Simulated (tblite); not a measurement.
# Frequency calculation of BSi₂H₅Cl₂

BSi₂H₅Cl₂, SMILES [SiH3][SiH2]B(Cl)Cl, computed with GFN2-xTB harmonic vibrations, gas phase (tblite 0.8.0).

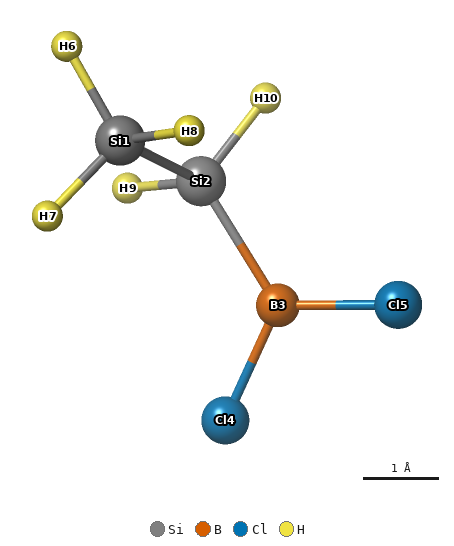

*The structure (ball-and-stick view, seen at a tilt; atoms are numbered from 1 in the order of the input).*

Bond lengths as drawn: B–Cl 1.73 Å, B–Si 1.97 Å, H–Si 1.46 to 1.47 Å and Si–Si 2.33 Å.

Key numbers

- outcome: converged
- total energy: −445.6214 eV
- zero-point energy: 28.6130 kcal/mol
- hardware: 1 CPU thread, shared host
- peak memory: 0.19 GiB

Input file
```
{"job": {"kind": "ir", "xc": "GFN2-xTB", "basis": "xTB"}, "charge": 0, "multiplicity": 1}
Si    -1.689159    -0.056233     0.111807
Si     0.450456     0.744843    -0.335733
B      1.830203    -0.586850     0.132263
Cl     2.348437    -1.797762    -0.983561
Cl     2.473001    -0.690739     1.731569
H     -2.714079     0.946586    -0.175576
H     -2.010518    -1.240157    -0.689279
H     -1.855205    -0.444932     1.514718
H      0.529848     1.133102    -1.751519
H      0.654782     2.001452     0.400255
```

The first line tells a small driver script what to run in tblite; the rest is the geometry in Å.

Command:
```bash
OMP_NUM_THREADS=1 python <driver script> task.json out
```

The program's output
```
mode    cm-1     km/mol
  1      23.3      0.02
  2      24.4      0.02
  3      64.4      0.68
  4     132.8      1.11
  5     229.9     10.84
  6     331.0      3.23
  7     362.8     44.56
  8     376.5      5.35
  9     449.4     13.07
 10     459.9      4.54
 11     460.4      0.47
 12     568.4     12.67
 13     630.7    369.94
 14     707.0     41.63
 15     766.9    631.89
 16     806.9    115.99
 17     809.2    116.95
 18     824.5    240.88
 19     845.4     23.50
 20    2192.8    244.79
 21    2199.2    107.42
 22    2241.3    450.08
 23    2244.3    204.55
 24    2264.0    264.39
ZPE 119.718  H(298)-E 146.504  G(298)-E 28.092 kJ/mol  S 397.16 J/(mol K)
```

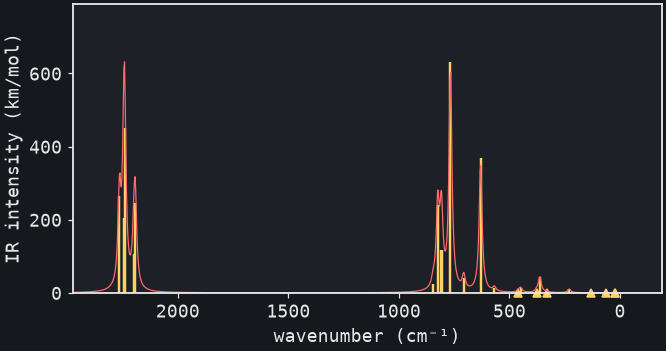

*Harmonic infrared spectrum, unscaled: sticks (degenerate modes added up, dark ones marked on the axis) with a Lorentzian envelope of 16 cm⁻¹ full width, scaled to the tallest stick.*

24 modes from 23 to 2264 cm⁻¹, none imaginary. The strongest line is at 767 cm⁻¹ (632 km/mol).
